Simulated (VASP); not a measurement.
# TaSb2 with PBEsol: from relaxation to properties, part 2 of 6

How well does PBEsol reproduce what experiment finds for TaSb2? The cell is relaxed first, and properties follow on it. The start is a computed cell from the Materials Project.

VASP 6.6.1, plane waves and PAW; the level of theory is named at each step.

So far. Step 2 (Full relaxation (PBEsol)): It ends with a largest force of 0.010 eV/Å and a pressure of 0.03 GPa.

## Step 3: Second relaxation

Level of this step: PBEsol; plane waves and PAW (Ta_pv, Sb) (VASP).

A relaxation keeps the plane waves of the cell it began with, so it is repeated from the new cell, on a basis made for it.

Contents of INCAR:

```
SYSTEM = TaSb2
PREC = Accurate
ENCUT = 400
EDIFF = 1E-06
NELM = 100
ISMEAR = 0
SIGMA = 0.05
LREAL = .FALSE.
ALGO = Normal
GGA = PS
NBANDS = 27
LASPH = .TRUE.
LORBIT = 11
LWAVE = .FALSE.
LCHARG = .FALSE.
KPAR = 4
IBRION = 2
NSW = 60
ISIF = 3
EDIFFG = -0.01
```

Contents of POSCAR:

```
TaSb2
1.0
    5.1171574945     -1.8183642879      0.0095185283
    5.1171574945      1.8183642879      0.0095185283
   -4.2154227015      0.0000000000      7.1302925838
Ta Sb
2 4
Direct
    0.8497042829      0.8497042829      0.8118814231
    0.1502957171      0.1502957171      0.1881185769
    0.1480743744      0.1480743744      0.5345757291
    0.8519256356      0.8519256356      0.4654242709
    0.4049162393      0.4049162393      0.1137224561
    0.5950837607      0.5950837607      0.8862775439
```

Contents of KPOINTS:

```
Automatic mesh
0
Gamma
8 8 4
0 0 0
```

Potentials, in the order of the species: Ta_pv and Sb (PBE family, release 64).

Run with:

```
$ mpirun -np 4 vasp_std
```

The log of the run:

```text
[banner, memory and clock lines left out]
running    4 mpi-ranks, on    1 nodes
 distrk:  each k-point on    1 cores,    4 groups
 distr:  one band on    1 cores,    1 groups

 POSCAR found type information on POSCAR TaSb
 POSCAR found :  2 types and       6 ions
 [... a notice as in an earlier step ...]

 LDA part: xc-table for (Slater+PW92), standard interpolation
 POSCAR, INCAR and KPOINTS ok, starting setup
 FFT: planning ... GRIDC
 FFT: planning ... GRID_SOFT
 FFT: planning ... GRID
 WAVECAR not read
 entering main loop
       N       E                     dE             d eps       ncg     rms          rms(c)
DAV:   1     0.265162106097E+03    0.26516E+03   -0.16677E+04  4700   0.112E+03
DAV:   2    -0.290761021686E+02   -0.29424E+03   -0.28890E+03  4914   0.289E+02
DAV:   3    -0.454413454905E+02   -0.16365E+02   -0.15963E+02  5355   0.626E+01
DAV:   4    -0.458175390231E+02   -0.37619E+00   -0.37394E+00  5360   0.942E+00
DAV:   5    -0.458237893400E+02   -0.62503E-02   -0.62386E-02  5514   0.137E+00    0.185E+01
DAV:   6    -0.447860493979E+02    0.10377E+01   -0.42935E+00  5328   0.101E+01    0.836E+00
DAV:   7    -0.445771326587E+02    0.20892E+00   -0.86067E-01  5333   0.389E+00    0.336E+00
DAV:   8    -0.445421979304E+02    0.34935E-01   -0.16545E-01  5390   0.221E+00    0.503E-01
DAV:   9    -0.445409573619E+02    0.12406E-02   -0.11429E-02  5705   0.508E-01    0.224E-01
DAV:  10    -0.445405947472E+02    0.36261E-03   -0.24123E-03  5320   0.269E-01    0.574E-02
DAV:  11    -0.445406000022E+02   -0.52550E-05   -0.25904E-04  5313   0.756E-02    0.212E-02
DAV:  12    -0.445406006398E+02   -0.63756E-06   -0.34392E-05  5295   0.296E-02    0.592E-03
DAV:  13    -0.445405999638E+02    0.67599E-06   -0.22121E-06  3712   0.853E-03
   1 F= -.44540600E+02 E0= -.44540186E+02  d E =-.445406E+02
 curvature:   0.00 expect dE= 0.000E+00 dE for cont linesearch  0.000E+00
 trial: gam= 0.00000 g(F)=  0.142E-04 g(S)=  0.162E-04 ort = 0.000E+00 (trialstep = 0.100E+01)
 search vector abs. value=  0.304E-04
 reached required accuracy - stopping structural energy minimisation
```

The job ended after 51 s (4 MPI ranks of AMD EPYC 9R45, shared host; peak memory 1.4 GiB).

OUTCAR, selected parts (step 3):

```text
  LATTYP: Found a base centered monoclinic cell.
 ALAT       =    10.2343326946
 B/A-ratio  =     0.3553459404
 C/A-ratio  =     0.8093509923
 COS(beta)  =    -0.5073122474

The static configuration has the point symmetry C_2h.

 Found     78 irreducible k-points:

   dimension x,y,z NGX =    36 NGY =   36 NGZ =   54
   dimension x,y,z NGXF=    72 NGYF=   72 NGZF=  108

   ENCUT  =  400.0 eV  29.40 Ry    5.42 a.u.   8.86  8.86 13.51*2*pi/ulx,y,z

   NELECT =      42.0000    total number of electrons

 E-fermi :   8.5414

 k-point     1 :       0.0000    0.0000    0.0000
  band No.  band energies     occupation
    ...
     17       6.8357      2.00000
     18       6.9611      2.00000
     19       7.5666      2.00000
     20       7.6941      2.00000
     21       8.0342      2.00000
     22       9.2213      0.00000
     23      10.0210      0.00000
     24      10.8069      0.00000
     25      10.8661      0.00000
     26      11.3548      0.00000
    ...

 k-point     2 :       0.1250    0.0000    0.0000
  band No.  band energies     occupation
    ...
     17       6.6866      2.00000
     18       6.8919      2.00000
     19       7.0867      2.00000
     20       7.4327      2.00000
     21       8.0007      2.00000
     22       9.4784      0.00000
     23      10.0481      0.00000
     24      10.4574      0.00000
     25      10.6312      0.00000
     26      11.0281      0.00000
    ...

  Total        0.0130797      0.0101278      0.0398373      0.0000000      0.0000000      0.0087211
  in kB        0.1577550      0.1221523      0.4804806      0.0000000      0.0000000      0.1051857
  external PRESSURE =       0.2534626 kB  Pullay stress =       0.0000000 kB

  energy-cutoff  :      400.00
  volume of cell :      132.84
      direct lattice vectors                 reciprocal lattice vectors
     5.117157494 -1.818364288  0.009518528     0.097603162 -0.274972404  0.057702904
     5.117157494  1.818364288  0.009518528     0.097603162  0.274972404  0.057702904
    -4.215422701  0.000000000  7.130292584    -0.000260589  0.000000000  0.140092639

 POSITION                                       TOTAL-FORCE (eV/Angst)
 -----------------------------------------------------------------------------------
      5.27372      0.00000      5.80513        -0.006352      0.000000      0.007033
      0.74517      0.00000      1.34420         0.006352      0.000000     -0.007033
     -0.73802      0.00000      3.81450        -0.003910      0.000000      0.003169
      6.75692      0.00000      3.33483         0.003910      0.000000     -0.003169
      3.66465      0.00000      0.81858         0.005273      0.000000      0.002093
      2.35424      0.00000      6.33075        -0.005273      0.000000     -0.002093
 -----------------------------------------------------------------------------------
    total drift:                               -0.000014      0.000000      0.000000

  FREE ENERGIE OF THE ION-ELECTRON SYSTEM (eV)
  ---------------------------------------------------
  free  energy   TOTEN  =       -44.5405999638 eV

  energy  without entropy=      -44.5397713522  energy(sigma->0) =      -44.54018566

 total charge
# of ion       s       p       d       tot
------------------------------------------
    1        0.282   6.135   2.405   8.821
    2        0.282   6.135   2.405   8.821
    3        1.143   1.299   0.062   2.504
    4        1.143   1.299   0.062   2.504
    5        1.128   1.304   0.056   2.489
    6        1.128   1.304   0.056   2.489
--------------------------------------------------
tot          5.105  17.476   5.047  27.629

[... 3 parts as in an earlier step ...]

[... 7 further parts left out ...]
```

CONTCAR:

```
TaSb2
   1.00000000000000
     5.1171574944999998   -1.8183642878999999    0.0095185283000000
     5.1171574944999998    1.8183642878999999    0.0095185283000000
    -4.2154227014999996    0.0000000000000000    7.1302925838000002
  Ta              Sb
     2     4
Direct
     0.8497042828999994    0.8497042828999994    0.8118814230999973
     0.1502957171000006    0.1502957171000006    0.1881185769000027
     0.1480743743999966    0.1480743743999966    0.5345757290999984
     0.8519256355999971    0.8519256355999971    0.4654242709000016
     0.4049162393000003    0.4049162393000003    0.1137224560999996
     0.5950837606999997    0.5950837606999997    0.8862775439000004
```

Little changed from the start: no atom moved by 0.005 Å and no cell edge by 0.1 %.

This step gave:

| Quantity | Value |
| --- | --- |
| pressure | 0.02535 GPa |
| SCF cycles over all ionic steps | 13 |

It ends with a largest force of 0.009 eV/Å and a pressure of 0.03 GPa. The volume moved by under 0.01 %: the run met its threshold at the first step.

## Step 4: Density, ELF and potential (PBEsol)

The relaxed cell gets a fresh self-consistent run, on a basis set for its own volume, to fix the density and to check the remaining stress.

INCAR: that of step 3 with these lines changed.

```diff
@@ -14,7 +14,5 @@
 LWAVE = .FALSE.
-LCHARG = .FALSE.
-KPAR = 4
-IBRION = 2
-NSW = 60
-ISIF = 3
-EDIFFG = -0.01
+LCHARG = .TRUE.
+ISIF = 2
+LELF = .TRUE.
+LVHAR = .TRUE.
```

POSCAR is that of step 3.

KPOINTS is that of step 3.

Run with:

```
$ mpirun -np 4 vasp_std
```

The log of the run:

```text
[banner, memory and clock lines left out]
running    4 mpi-ranks, on    1 nodes
 distrk:  each k-point on    4 cores,    1 groups
 distr:  one band on    1 cores,    4 groups

 POSCAR found type information on POSCAR TaSb
 POSCAR found :  2 types and       6 ions
 [... a notice as in an earlier step ...]

 LDA part: xc-table for (Slater+PW92), standard interpolation
|                                                                             |
|           W    W    AA    RRRRR   N    N  II  N    N   GGGG   !!!           |
|           W    W   A  A   R    R  NN   N  II  NN   N  G    G  !!!           |
|           W    W  A    A  R    R  N N  N  II  N N  N  G       !!!           |
|           W WW W  AAAAAA  RRRRR   N  N N  II  N  N N  G  GGG   !            |
|           WW  WW  A    A  R   R   N   NN  II  N   NN  G    G                |
|           W    W  A    A  R    R  N    N  II  N    N   GGGG   !!!           |
|                                                                             |
|     The number of bands has been changed from the values supplied in        |
|     The orbitals not found in the WAVECAR file will be initialized with     |
|     random numbers, which is usually adequate. For correlated               |
|     calculations, however, you should redo the groundstate calculation.     |
|     I found NBANDS = 27. Now, NBANDS = 28.                                  |
|                                                                             |

 POSCAR, INCAR and KPOINTS ok, starting setup
 FFT: planning ... GRIDC
 FFT: planning ... GRID_SOFT
 FFT: planning ... GRID
 WAVECAR not read
 entering main loop
       N       E                     dE             d eps       ncg     rms          rms(c)
DAV:   2    -0.297479644393E+02   -0.29065E+03   -0.28452E+03  5156   0.281E+02
DAV:   3    -0.454683455351E+02   -0.15720E+02   -0.15342E+02  5504   0.606E+01
DAV:   4    -0.458183118649E+02   -0.34997E+00   -0.34789E+00  5592   0.893E+00
DAV:   5    -0.458238281038E+02   -0.55162E-02   -0.55114E-02  5584   0.129E+00    0.185E+01
DAV:   6    -0.447853047982E+02    0.10385E+01   -0.40203E+00  5540   0.977E+00    0.833E+00
DAV:   7    -0.445771704871E+02    0.20813E+00   -0.80612E-01  5396   0.379E+00    0.338E+00
DAV:   8    -0.445422580412E+02    0.34912E-01   -0.15517E-01  5552   0.212E+00    0.522E-01
DAV:   9    -0.445409633270E+02    0.12947E-02   -0.11245E-02  5716   0.496E-01    0.231E-01
DAV:  10    -0.445405950343E+02    0.36829E-03   -0.24056E-03  5572   0.264E-01    0.589E-02
DAV:  11    -0.445406001282E+02   -0.50939E-05   -0.26403E-04  5516   0.748E-02    0.226E-02
DAV:  12    -0.445406006624E+02   -0.53423E-06   -0.34521E-05  5532   0.296E-02    0.646E-03
DAV:  13    -0.445405999544E+02    0.70805E-06   -0.22029E-06  3852   0.828E-03
   1 F= -.44540600E+02 E0= -.44540186E+02  d E =-.828634E-03
```

Wall time 57 s (4 MPI ranks); peak memory 0.78 GiB.

Parts of OUTCAR (step 4):

```text
The static configuration has the point symmetry C_2h.

 Found     78 irreducible k-points:

   k-points           NKPTS =     78   k-points in BZ     NKDIM =     78   number of bands    NBANDS=     28

   NELECT =      42.0000    total number of electrons

 E-fermi :   8.5414

 k-point     2 :       0.1250    0.0000    0.0000
  band No.  band energies     occupation
    ...
     17       6.6866      2.00000
     18       6.8919      2.00000
     19       7.0867      2.00000
     20       7.4327      2.00000
     21       8.0007      2.00000
     22       9.4784      0.00000
     23      10.0481      0.00000
     24      10.4575      0.00000
     25      10.6312      0.00000
     26      11.0281      0.00000
    ...

 k-point     5 :       0.5000    0.0000    0.0000
  band No.  band energies     occupation
    ...
     17       5.6024      2.00000
     18       6.6891      2.00000
     19       6.8722      2.00000
     20       7.0751      2.00000
     21       7.5179      2.00000
     22       9.8643      0.00000
     23      10.2140      0.00000
     24      10.6984      0.00000
     25      10.9049      0.00000
     26      10.9505      0.00000
    ...

  Total        0.0131061      0.0099384      0.0396555      0.0000000      0.0000000      0.0086459
  in kB        0.1580742      0.1198674      0.4782878      0.0000000      0.0000000      0.1042791
  external PRESSURE =       0.2520765 kB  Pullay stress =       0.0000000 kB

 POSITION                                       TOTAL-FORCE (eV/Angst)
 -----------------------------------------------------------------------------------
      5.27372      0.00000      5.80513        -0.006372      0.000000      0.007007
      0.74517      0.00000      1.34420         0.006372      0.000000     -0.007007
     -0.73802      0.00000      3.81450        -0.003891      0.000000      0.003170
      6.75692      0.00000      3.33483         0.003891      0.000000     -0.003170
      3.66465      0.00000      0.81858         0.005268      0.000000      0.002107
      2.35424      0.00000      6.33075        -0.005268      0.000000     -0.002107
 -----------------------------------------------------------------------------------
    total drift:                               -0.000014      0.000000      0.000000

  FREE ENERGIE OF THE ION-ELECTRON SYSTEM (eV)
  ---------------------------------------------------
  free  energy   TOTEN  =       -44.5405999544 eV

  energy  without entropy=      -44.5397713202  energy(sigma->0) =      -44.54018564

[... 12 parts as in an earlier step ...]

[... 1 further part left out ...]
```

Numbers from this step:

```
SCF cycles : 13
bands      : 28
pressure   : 0.02521 GPa
```

Valence electrons inside each PAW sphere by angular momentum. Sphere charges, by row:

```tsv
atom	s (e)	p (e)	d (e)	tot (e)
Ta1	0.282	6.135	2.405	8.821
Ta2	0.282	6.135	2.405	8.821
Sb3	1.143	1.299	0.062	2.504
Sb4	1.143	1.299	0.062	2.504
Sb5	1.128	1.304	0.056	2.489
Sb6	1.128	1.304	0.056	2.489
```

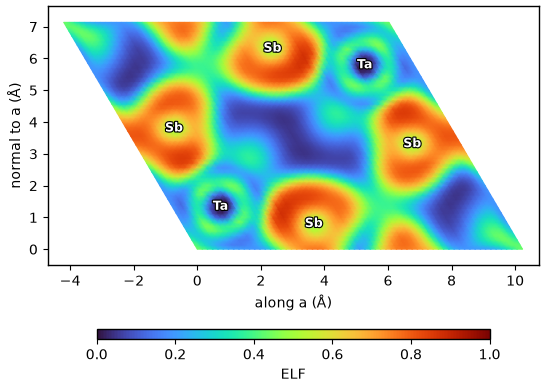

ELF in the ac plane of the conventional cell at fractional y = 0.000, with atoms of Ta and Sb within 0.2 Å of it. It is the smooth field of the valence electrons, not physical close to the nuclei.

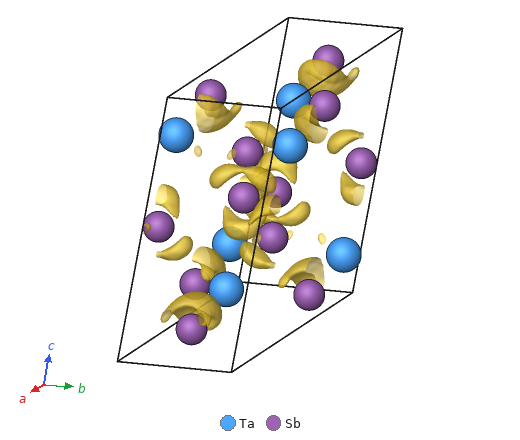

Surface of ELF = 0.8.

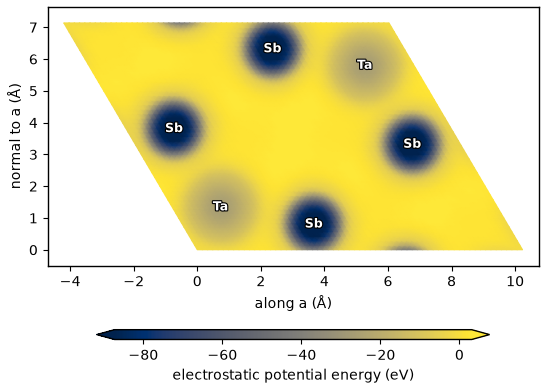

Electrostatic potential energy in the ac plane of the conventional cell at fractional y = 0.000, with atoms of Ta and Sb within 0.2 Å of it. With pseudopotentials it is smooth inside the atoms' cores, unlike the true potential.

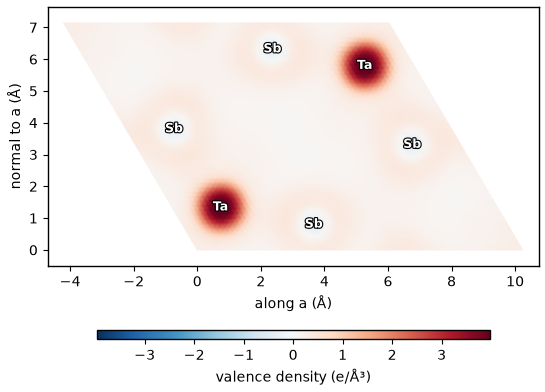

Valence density in the ac plane of the conventional cell at fractional y = 0.000, with atoms of Ta and Sb within 0.2 Å of it. It is the smooth field of the valence electrons, not physical close to the nuclei.

In this run the pressure is 0.03 GPa, small enough to go on.

[end of part 2 of 6]

[Lines on the potential files, build, host, timing and source positions are cut from VASP's logs without a mark.]

[Logs are printed without paths, hosts, clocks, repeated set-up lines and the standing remarks that a program may print on its own settings, such as how far it seeks lower states.]

[Hosts, paths, dates, database ids (printed as entryN), source tags and the programs' standing remarks are cut or masked in the printed files.]

[A measured line is paired with the nearest computed mode of its activity, which favours agreement.]
